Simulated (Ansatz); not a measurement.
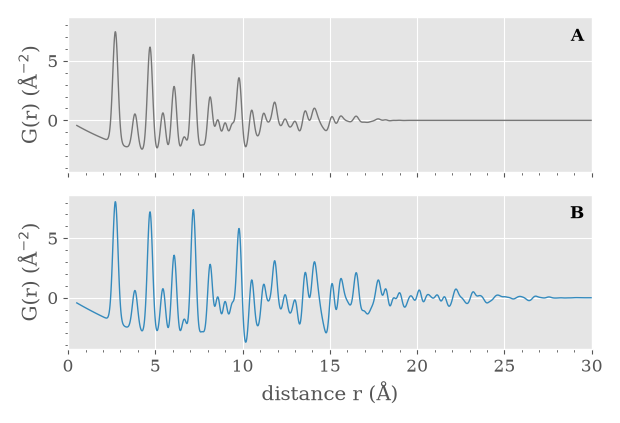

The curve is a calculated X-ray PDF: distances of the static structure, each pair weighted by the product of the atomic numbers (X-ray weights at Q = 0), broadened by Gaussians with σ = 0.15 Å, for spherical particles of Ir with the bulk structure: the bulk G(r) is multiplied by the envelope of a sphere of diameter D, 1 − 3r/2D + r³/2D³, with no surface relaxation. The number density is 0.0706 atoms per Å³. Structure used: the input geometry of an electronic-structure calculation (not necessarily at equilibrium).

The diameters are 20 and 30 Å. Which curve belongs to which?

Answer. curve A: 20 Å; curve B: 30 Å. The smaller the particle, the sooner the oscillations die out.
